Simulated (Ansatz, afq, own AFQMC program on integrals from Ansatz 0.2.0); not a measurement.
**AlH2+ (triplet): quantum Monte Carlo beside coupled cluster at distance Al1–H2 = 1.396 Å, cc-pVDZ**

How near does AFQMC come to the top of the ladder for AlH2+ (triplet)?

Program: Ansatz 0.2.0, Gaussian basis, and an in-house AFQMC program (afq) on its integrals; all values are calculated. Level of theory: cc-pVDZ, frozen cores. These are calculated values, not measurements.

The runs, in order: Full CI; PBE (unrestricted); r2SCAN (unrestricted); PBE0 (unrestricted); CCSD(T) on UHF; B3LYP (unrestricted); Full CI; wB97M-V (unrestricted); B2PLYP (unrestricted); Full CI (quintet); CCSDT(Q) on UHF; Phaseless AFQMC, CISD trial on UHF.

3 further runs of the same task are left out: 3 that didn't finish.

### Step 1. The system

The geometry derives from a PBE0/def2-TZVP stationary point (not a proven minimum). One bond is set to the value named and the two fragments are kept rigid.

3 atoms, charge 1, spin multiplicity 3.

Atoms are counted from 1 here; the program's logs count them from 0.

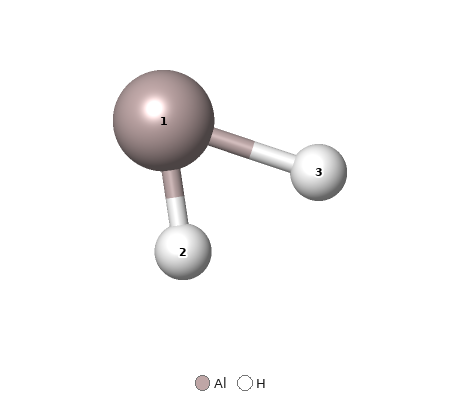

The structure; aluminium light grey, hydrogen white; atoms are numbered from 1 in the order of the file.

### Step 2. Full CI

in.yaml reads:

```yaml
crystal:
  periodic: [false, false, false]
  atoms:
    - {symbol: Al, position_ang: [0.000000, 0.005923, -0.092426]}
    - {symbol: H, position_ang: [0.000000, 0.735110, 1.097995]}
    - {symbol: H, position_ang: [0.000000, -0.893656, 1.376165]}
basis:
  gaussian: {orbitals: cc-pVDZ}
total_charge: 1
magnetization: {spin_polarized: false, initial_magnetization: 2}
correlation: {method: fci, electrons: outside_noble_gas}
```

Launch:

```sh
$ ansatz run in.yaml --threads 1 --pin off --events-out ev --progress --plain --max-ram 16896MiB --backend cuda --devices 0, --max-vram 18GiB
```

What it wrote:

```text
Functional definition: HF
  name "HF"
  cite "Fock, Z. Phys. 61, 126 (1930) doi:10.1007/BF01340294"
  parent pbe
  exchange = exact_x
  correlation = 0
518 factors; integrals over basis functions are off by at most 1.5e-7 eV
mean field evaluation 1: about -6602.6700 eV, gradient 5.4e0 eV
mean field evaluation 2: about -6602.6729 eV, gradient 5.4e0 eV
mean field evaluation 4: about -6603.1077 eV, gradient 8.3e-1 eV
mean field evaluation 8: about -6603.1391 eV, gradient 5.6e-3 eV
mean field -6603.13912949 eV, -242.6608872401 hartree, gradient 8.6e-6 eV, S^2 2.000000; 0 other end points of the search recorded, 0 dependent functions left out
mean field evaluation 16: about -6603.2795 eV, gradient 6.9e-1 eV
5 core orbitals not correlated: weight in the atoms' cores, before any rotation towards them, 1.000 or more for the frozen orbitals, at most 0.000 for the correlated occupied ones
reference -6603.13912949 eV, -242.6608872401 hartree; 3, 1 occupied and 20, 22 virtual orbitals, 518 factors
state -6604.68319428 eV, -242.7176305749 hartree
Total energy: -6604.68319428 eV, -242.7176305749 hartree
```

It took 3.2 s on 1 × NVIDIA H100 80GB HBM3 with 1 thread of AMD EPYC 7R13 (Zen 3), shared host; peak host memory 0.76 GiB.

From the report: 33,205 determinants, symmetry A'.

### Step 3. PBE (unrestricted)

in.yaml: that of step 2 with these lines changed.

```diff
@@ -9,3 +9,4 @@
 total_charge: 1
-magnetization: {spin_polarized: false, initial_magnetization: 2}
-correlation: {method: fci, electrons: outside_noble_gas}
+magnetization: {spin_polarized: true, initial_magnetization: 2}
+hamiltonian: {xc: {name: PBE}}
+output: {orbitals: {seedname: orbitals}}
```

Launch:

```sh
$ ansatz run in.yaml --threads 1 --pin off --events-out ev --progress --plain --max-ram 5632MiB --backend cpu
```

What it wrote:

```text
Functional definition: PBE
  name "PBE"
  cite "Perdew, Burke & Ernzerhof, Phys. Rev. Lett. 77, 3865 (1996) doi:10.1103/PhysRevLett.77.3865"
  parent pbe
  parameter kappa = 0.804
  parameter beta = 0.06672455060314922
  exchange = pbe_x(kappa = kappa, mu = beta*pi^2/3)
  correlation = pbe_c(beta = beta)
269 factors; integrals over basis functions are off by at most 1.1e-3 eV
mean field evaluation 1: about -6611.8944 eV, gradient 1.0e1 eV
mean field evaluation 2: about -6612.1781 eV, gradient 8.3e0 eV
mean field evaluation 4: about -6613.0298 eV, gradient 2.4e-1 eV
mean field evaluation 8: about -6613.0289 eV, gradient 1.3e-3 eV
mean field -6613.02893427 eV, -243.0243308624 hartree, gradient 4.8e-5 eV, S^2 2.003667; 0 other end points of the search recorded, 0 dependent functions left out
reference -6613.02897100 eV, -243.0243322123 hartree; 8, 6 occupied and 20, 22 virtual orbitals, 269 factors
Total energy: -6613.02897100 eV, -243.0243322123 hartree
```

Wall time 0.36 s (1 thread of AMD EPYC 7R13 (Zen 3), shared host); peak memory 0.73 GiB.

From the report: ⟨S²⟩ of the determinant 2.004 (pure triplet: 2.00).

### Step 4. r2SCAN (unrestricted)

in.yaml: that of step 3 with these lines changed.

```diff
@@ -10,3 +10,2 @@
 magnetization: {spin_polarized: true, initial_magnetization: 2}
-hamiltonian: {xc: {name: PBE}}
-output: {orbitals: {seedname: orbitals}}
+hamiltonian: {xc: {name: r2SCAN}}
```

Launched as before.

What it wrote:

```text
Functional definition: r2SCAN
  name "r2SCAN"
  cite "Furness, Kaplan, Ning, Perdew & Sun, J. Phys. Chem. Lett. 11, 8208 (2020) doi:10.1021/acs.jpclett.0c02405"
  cite "Furness, Kaplan, Ning, Perdew & Sun, J. Phys. Chem. Lett. 11, 9248 (2020) doi:10.1021/acs.jpclett.0c03077"
  parent r2scan
  parameter k0 = 0.174
  parameter k1 = 0.065
  parameter a1 = 4.9479
  exchange = r2scan_x(k0 = k0, k1 = k1, a1 = a1)
  correlation = r2scan_c
269 factors; integrals over basis functions are off by at most 1.1e-3 eV
mean field evaluation 1: about -6615.3510 eV, gradient 9.0e0 eV
mean field evaluation 2: about -6615.8648 eV, gradient 5.5e0 eV
mean field evaluation 4: about -6616.2235 eV, gradient 2.3e-1 eV
mean field evaluation 8: about -6616.2233 eV, gradient 1.1e-2 eV
mean field -6616.22330979 eV, -243.1417219976 hartree, gradient 2.9e-5 eV, S^2 2.007817; 0 other end points of the search recorded, 0 dependent functions left out
reference -6616.22332300 eV, -243.1417224830 hartree; 8, 6 occupied and 20, 22 virtual orbitals, 269 factors
Total energy: -6616.22332300 eV, -243.1417224830 hartree
```

It took 0.73 s on 1 thread of AMD EPYC 7R13 (Zen 3), shared host; peak memory 0.73 GiB.

From the report: ⟨S²⟩ of the determinant 2.008 (pure triplet: 2.00).

### Step 5. PBE0 (unrestricted)

in.yaml: that of step 4 with these lines changed.

```diff
@@ -10,2 +10,3 @@
 magnetization: {spin_polarized: true, initial_magnetization: 2}
-hamiltonian: {xc: {name: r2SCAN}}
+hamiltonian: {xc: {name: PBE0}}
+output: {orbitals: {seedname: orbitals}}
```

The command is unchanged.

What it wrote:

```text
Functional definition: PBE0
  name "PBE0"
  cite "Adamo & Barone, J. Chem. Phys. 110, 6158 (1999) doi:10.1063/1.478522"
  cite "Perdew, Burke & Ernzerhof, Phys. Rev. Lett. 77, 3865 (1996) doi:10.1103/PhysRevLett.77.3865"
  parent pbe
  parameter a = 0.25
  parameter kappa = 0.804
  parameter beta = 0.06672455060314922
  exchange = (1 - a)*pbe_x(kappa = kappa, mu = beta*pi^2/3) + a*exact_x
  correlation = pbe_c(beta = beta)
269 factors; integrals over basis functions are off by at most 1.1e-3 eV
mean field evaluation 1: about -6613.0415 eV, gradient 8.1e0 eV
mean field evaluation 2: about -6613.6188 eV, gradient 3.3e0 eV
mean field evaluation 4: about -6613.7458 eV, gradient 9.3e-2 eV
mean field evaluation 8: about -6613.7455 eV, gradient 2.9e-3 eV
mean field -6613.74552039 eV, -243.0506649167 hartree, gradient 6.8e-5 eV, S^2 2.006069; 0 other end points of the search recorded, 0 dependent functions left out
reference -6613.74554774 eV, -243.0506659216 hartree; 8, 6 occupied and 20, 22 virtual orbitals, 269 factors
Total energy: -6613.74554774 eV, -243.0506659216 hartree
```

Wall time 0.36 s (1 thread of AMD EPYC 7R13 (Zen 3), shared host); peak memory 0.73 GiB.

From the report: ⟨S²⟩ of the determinant 2.006 (pure triplet: 2.00).

### Step 6. CCSD(T) on UHF

in.yaml: that of step 5 with these lines changed.

```diff
@@ -10,3 +10,2 @@
 magnetization: {spin_polarized: true, initial_magnetization: 2}
-hamiltonian: {xc: {name: PBE0}}
-output: {orbitals: {seedname: orbitals}}
+correlation: {method: ccsd_t, electrons: outside_noble_gas, hamiltonian_folder: ham}
```

Launch:

```sh
$ ansatz run in.yaml --threads 1 --pin off --events-out ev --progress --plain --max-ram 16896MiB --backend cuda --devices 0, --max-vram 18GiB
```

What it wrote:

```text
Functional definition: HF
  name "HF"
  cite "Fock, Z. Phys. 61, 126 (1930) doi:10.1007/BF01340294"
  parent pbe
  exchange = exact_x
  correlation = 0
269 factors; integrals over basis functions are off by at most 1.1e-3 eV
mean field evaluation 1: about -6602.6969 eV, gradient 6.5e0 eV
mean field evaluation 2: about -6602.6996 eV, gradient 6.5e0 eV
mean field evaluation 4: about -6603.2794 eV, gradient 6.9e-1 eV
mean field evaluation 8: about -6603.2954 eV, gradient 9.9e-3 eV
mean field evaluation 16: about -6603.2954 eV, gradient 8.4e-6 eV
mean field -6603.29537404 eV, -242.6666291216 hartree, gradient 8.4e-6 eV, S^2 2.017181; 0 other end points of the search recorded, 0 dependent functions left out
5 core orbitals not correlated: weight in the atoms' cores, before any rotation towards them, 1.000 or more for the frozen orbitals, at most 0.000 for the correlated occupied ones
reference -6603.29537404 eV, -242.6666291216 hartree; 3, 1 occupied and 20, 22 virtual orbitals, 269 factors
second order -0.95316313 eV of doubles, -0.00000000 eV of singles
cycle   1  -1.20039931 eV  change   -2.5e-1 eV  update   4.6e-2
cycle   2  -1.33991825 eV  change   -1.4e-1 eV  update   2.3e-2
cycle   3  -1.35231843 eV  change   -1.2e-2 eV  update   8.8e-3
cycle   4  -1.35651808 eV  change   -4.2e-3 eV  update   2.8e-3
cycle   5  -1.35536974 eV  change    1.1e-3 eV  update   9.9e-4
cycle   6  -1.35627830 eV  change   -9.1e-4 eV  update   3.0e-4
cycle   7  -1.35612160 eV  change    1.6e-4 eV  update   8.9e-5
cycle   8  -1.35610997 eV  change    1.2e-5 eV  update   2.7e-5
cycle   9  -1.35613087 eV  change   -2.1e-5 eV  update   7.1e-6
cycle  10  -1.35612568 eV  change    5.2e-6 eV  update   1.9e-6
cycle  11  -1.35612581 eV  change   -1.3e-7 eV  update   5.8e-7
perturbative correction -0.02218513 eV, -0.0008152885 hartree
Total energy: -6604.67368497 eV, -242.7172811142 hartree
```

It took 1.5 s on 1 × NVIDIA H100 80GB HBM3 with 1 thread of AMD EPYC 7R13 (Zen 3), shared host; peak host memory 0.85 GiB.

From the report: ⟨S²⟩ of the determinant 2.017 (pure triplet: 2.00); correlation -1.3783 eV; T1 0.023; largest double amplitude 0.07.

This run also writes the integrals to the folder ham.

### Step 7. B3LYP (unrestricted)

in.yaml: that of step 6 with these lines changed.

```diff
@@ -10,2 +10,2 @@
 magnetization: {spin_polarized: true, initial_magnetization: 2}
-correlation: {method: ccsd_t, electrons: outside_noble_gas, hamiltonian_folder: ham}
+hamiltonian: {xc: {name: B3LYP}}
```

Launch:

```sh
$ ansatz run in.yaml --threads 1 --pin off --events-out ev --progress --plain --max-ram 5632MiB --backend cpu
```

What it wrote:

```text
Functional definition: B3LYP
  name "B3LYP"
  cite "Stephens, Devlin, Chabalowski & Frisch, J. Phys. Chem. 98, 11623 (1994) doi:10.1021/j100096a001"
  cite "Becke, Phys. Rev. A 38, 3098 (1988) doi:10.1103/PhysRevA.38.3098"
  cite "Lee, Yang & Parr, Phys. Rev. B 37, 785 (1988) doi:10.1103/PhysRevB.37.785"
  cite "Vosko, Wilk & Nusair, Can. J. Phys. 58, 1200 (1980) doi:10.1139/p80-159"
  parameter a0 = 0.2
  parameter ax = 0.72
  parameter ac = 0.81
  exchange = (1 - a0 - ax)*slater_x + ax*b88_x + a0*exact_x
  correlation = (1 - ac)*vwn_rpa_c + ac*lyp_c
269 factors; integrals over basis functions are off by at most 1.1e-3 eV
mean field evaluation 1: about -6616.7238 eV, gradient 8.9e0 eV
mean field evaluation 2: about -6617.3371 eV, gradient 4.3e0 eV
mean field evaluation 4: about -6617.5519 eV, gradient 1.2e-1 eV
mean field evaluation 8: about -6617.5513 eV, gradient 1.1e-3 eV
mean field -6617.55129719 eV, -243.1905246343 hartree, gradient 3.4e-5 eV, S^2 2.005397; 0 other end points of the search recorded, 0 dependent functions left out
reference -6617.55148727 eV, -243.1905316195 hartree; 8, 6 occupied and 20, 22 virtual orbitals, 269 factors
Total energy: -6617.55148727 eV, -243.1905316195 hartree
```

Run time: 0.36 s. Hardware: 1 thread of AMD EPYC 7R13 (Zen 3), shared host; peak memory 0.73 GiB.

From the report: ⟨S²⟩ of the determinant 2.005 (pure triplet: 2.00).

### Step 8. Full CI

in.yaml reads:

```yaml
hamiltonian:
  integrals:
    folder: ../ham
correlation: {method: fci}
```

Launch:

```sh
$ ansatz run in.yaml --threads 1 --pin off --events-out ev --progress --plain --max-ram 16896MiB --backend cuda --devices 0, --max-vram 18GiB
```

What it wrote:

```text
Functional definition: HF
  name "HF"
  cite "Fock, Z. Phys. 61, 126 (1930) doi:10.1007/BF01340294"
  parent pbe
  exchange = exact_x
  correlation = 0
reference -6603.29537404 eV, -242.6666291216 hartree; 3, 1 occupied and 20, 22 virtual orbitals, 269 factors
state -6604.68374055 eV, -242.7176506497 hartree
Total energy: -6604.68374055 eV, -242.7176506497 hartree
```

Wall time 1.5 s (1 × NVIDIA H100 80GB HBM3 with 1 thread of AMD EPYC 7R13 (Zen 3), shared host); peak host memory 0.76 GiB.

From the report: 20,911 determinants.

### Step 9. wB97M-V (unrestricted)

in.yaml reads:

```yaml
crystal:
  periodic: [false, false, false]
  atoms:
    - {symbol: Al, position_ang: [0.000000, 0.005923, -0.092426]}
    - {symbol: H, position_ang: [0.000000, 0.735110, 1.097995]}
    - {symbol: H, position_ang: [0.000000, -0.893656, 1.376165]}
basis:
  gaussian: {orbitals: cc-pVDZ}
total_charge: 1
magnetization: {spin_polarized: true, initial_magnetization: 2}
hamiltonian: {xc: {name: wB97M-V}}
output: {orbitals: {seedname: orbitals}}
```

Launch:

```sh
$ ansatz run in.yaml --threads 1 --pin off --events-out ev --progress --plain --max-ram 5632MiB --backend cpu
```

What it wrote:

```text
Functional definition: wB97M-V
  name "wB97M-V"
  cite "Mardirossian & Head-Gordon, J. Chem. Phys. 144, 214110 (2016) doi:10.1063/1.4952647"
  cite "Becke, J. Chem. Phys. 107, 8554 (1997) doi:10.1063/1.475007"
  cite "Vydrov & Van Voorhis, J. Chem. Phys. 133, 244103 (2010) doi:10.1063/1.3521275"
  # Of w^i u^j: cxij and so on, Table III.
  parameter omega = 0.3/bohr
  parameter cx = 0.15
  parameter cx01 = 1.007
  parameter cx10 = 0.259
  parameter css00 = 0.443
  parameter css04 = -1.437
  parameter css10 = -4.535
  parameter css20 = -3.390
  parameter css43 = 4.278
  parameter cos00 = 1.000
  parameter cos10 = 1.358
  parameter cos20 = 2.924
  parameter cos21 = -8.812
  parameter cos60 = -1.390
  parameter cos61 = 9.142
  parameter b = 6.0
  parameter c = 0.01
  gx(w, u) = 1 - cx + cx01*u + cx10*w
  gss(w, u) = css00 + css04*u^4 + css10*w + css20*w^2 + css43*w^4*u^3
  gos(w, u) = cos00 + cos10*w + (cos20 + cos21*u)*w^2 + (cos60 + cos61*u)*w^6
  exchange = spin_sum(e_x_unif_sr(omega)*gx(b97_w, b97_u_x)) + cx*exact_x_sr(omega) + exact_x_lr(omega)
  correlation = spin_sum(e_c_pw_mod_same_spin*gss(b97_w, b97_u_same))
      + integral(e_c_pw_mod_opposite_spin*gos(b97_w_opposite, b97_u_opposite)) + vv10(b, c)
269 factors; integrals over basis functions are off by at most 1.1e-3 eV
106 factors; integrals over basis functions are off by at most 1.0e-5 eV
mean field evaluation 1: about -6615.5790 eV, gradient 7.4e0 eV
mean field evaluation 2: about -6616.0954 eV, gradient 1.3e0 eV
mean field evaluation 4: about -6616.1163 eV, gradient 8.7e-2 eV
mean field evaluation 8: about -6616.1155 eV, gradient 9.7e-3 eV
mean field -6616.11554975 eV, -243.1377618892 hartree, gradient 4.3e-5 eV, S^2 2.004725; 0 other end points of the search recorded, 0 dependent functions left out
reference -6616.11558570 eV, -243.1377632102 hartree; 8, 6 occupied and 20, 22 virtual orbitals, 269 factors
Total energy: -6616.11558570 eV, -243.1377632102 hartree
```

Run time: 1.2 s. Hardware: 1 thread of AMD EPYC 7R13 (Zen 3), shared host; peak memory 0.73 GiB.

From the report: ⟨S²⟩ of the determinant 2.005 (pure triplet: 2.00).

[end of part 1 of 2]
